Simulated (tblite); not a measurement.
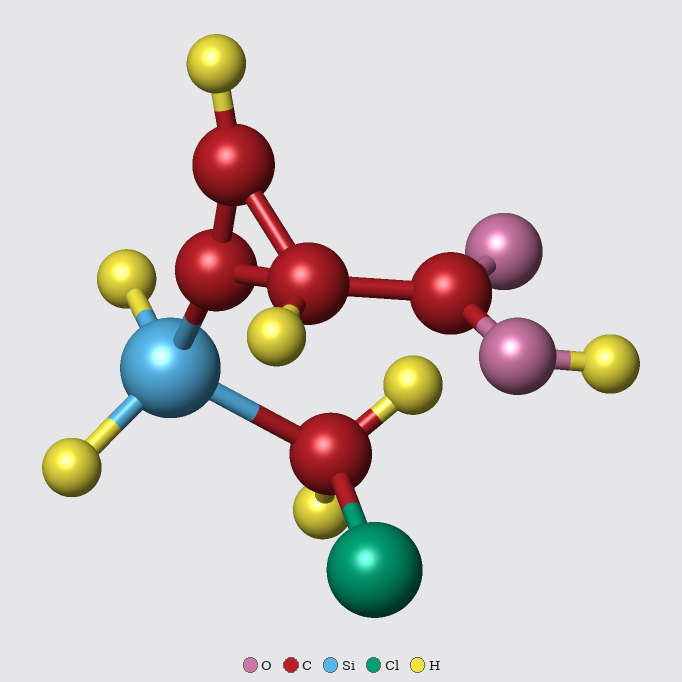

The picture comes from a calculation with tblite.

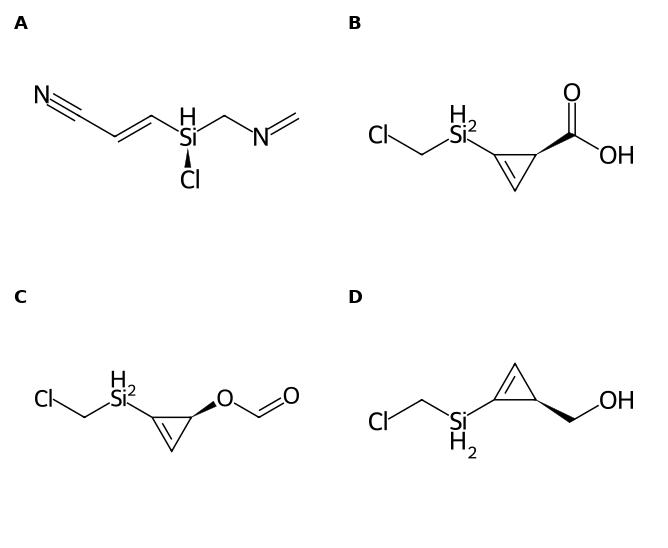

**The first picture shows one of the molecules drawn in the second. Which?**

B, `O=C(O)[C@H]1C=C1[SiH2]CCl`.
